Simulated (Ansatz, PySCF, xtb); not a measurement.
Dissociation curve of H4BN, SMILES BN. The N1–B4 bond (N1 also carries H, H; B4 carries H, H) is pulled apart rigidly from the PBE0/def2-TZVP optimised geometry.

```
6

N      0.0000     0.0000     0.0000
H      0.0001    -0.8414    -0.5512
H      0.0000     0.8413    -0.5513
B      0.0000     0.0000     1.3850
H      0.0000    -1.0469     1.9654
H      0.0000     1.0469     1.9654
```

Levels of theory: RKS-B3LYP/6-31G* = restricted B3LYP/6-31G*, spherical d (PySCF); RMP2/3-21G = restricted MP2 (frozen core)/3-21G (PySCF 2.14.0); RKS-PBE = restricted PBE/cc-pVTZ run with Ansatz (an electronic-structure program); UCCSD = CCSD on UHF/cc-pVTZ, frozen core in Ansatz; GFN1-xTB (xtb).

Energies are in kJ/mol, each relative to the lowest point of its own curve near equilibrium.

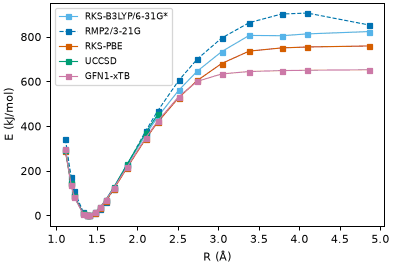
*Energy against bond length for each method.*

```tsv
R / Å	RKS-B3LYP/6-31G*	RMP2/3-21G	RKS-PBE	UCCSD	GFN1-xTB
1.11	298.3	341.8	287.5	294.4	296.5
1.18	145.3	174.0	140.2	143.1	138.5
1.22	88.2	109.6	85.1	86.6	81.5
1.33	9.3	15.6	9.0	8.8	7.0
1.38	0.3	1.8	0.3	0.1	0.0
1.40	0.0	0.0	0.0	0.0	0.4
1.48	13.6	9.2	13.0	14.3	15.5
1.54	35.2	29.0	33.6	36.4	37.1
1.61	68.3	61.6	65.3	70.3	69.3
1.71	124.6	119.4	119.0	127.7	122.9
1.87	223.0	224.4	212.4	228.2	216.0
2.10	360.3	376.8	342.0	369.1	346.4
2.25	440.9	468.2	417.3	452.0	422.6
2.51	560.7	604.5	527.5	—	532.2
2.74	646.3	700.5	604.4	—	600.5
3.04	733.5	794.2	680.2	—	633.5
3.38	806.0	863.0	735.8	—	644.4
3.78	804.7	901.8	750.0	—	648.5
4.10	812.8	906.1	754.3	—	650.1
4.86	823.2	852.8	758.7	—	652.3
```

At the longest distance, 4.86 Å, RMP2/3-21G lies highest above its minimum (852.8 kJ/mol) and GFN1-xTB lowest (652.3 kJ/mol).

The RMP2/3-21G curve passes through a maximum at 4.10 Å and then falls by 53.3 kJ/mol up to the last usable point.

Dashes: no converged value, or the column stops at the first point that the program doubted or that broke a chosen test of continuity, which isn't proof of a fault.

The restricted form behind RKS-B3LYP/6-31G*, RMP2/3-21G, RKS-PBE keeps the bonding electrons paired and can't separate into open-shell fragments. The unrestricted determinant behind UCCSD is spin-contaminated at 2.51 to 4.86 Å (<S²> up to 1.0, against 0.00 for a pure singlet).
